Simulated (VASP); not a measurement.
Band structure of InSb (zinc blende). All values below come from AM05 GGA, VASP's PBE PAW potentials (set 64) (plane waves; VASP).

Unless said otherwise, spin-orbit coupling is left out, though it shifts the bands of the heavy elements here.

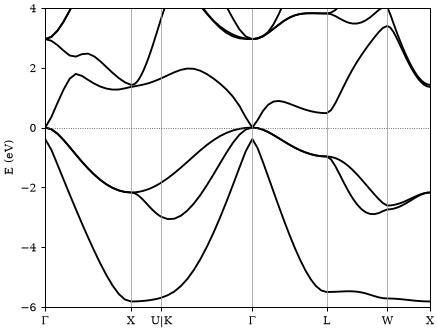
Figure. Bands along high-symmetry lines, zero at the valence-band maximum or, without a gap, the Fermi level

Question: Read the plot: is there a gap, and where are the band edges?

Answer: It has no gap at this level: it comes out as a metal or semimetal. (Edges off the drawn lines would not show.)

The compound is InSb in the zinc blende structure. It was relaxed first.
